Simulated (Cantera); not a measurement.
Charge: 1 mol MgO, 44 mol Cl₂, 0.59 mol N₂, equilibrated at 1825 K.

Equilibrium computed with Cantera from the NASA thermochemical tables; the gas is ideal and each condensed phase is pure. Candidate condensed phases: Mg, MgCl₂, MgO; 18 gas species. The numbers say what is thermodynamically allowed, not how fast it happens.

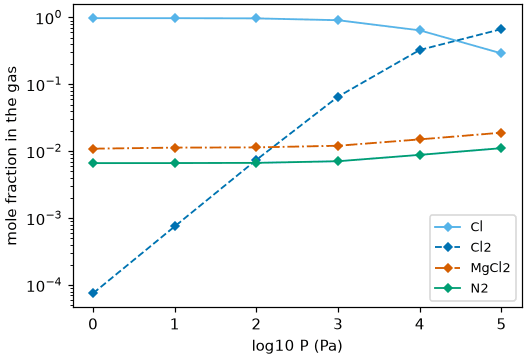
*Equilibrium gas composition (values under 1e-9 drawn at 1e-9)*

From 1.00 Pa to 1.00 bar nothing is condensed. The main Mg-bearing gas is MgCl₂ throughout.
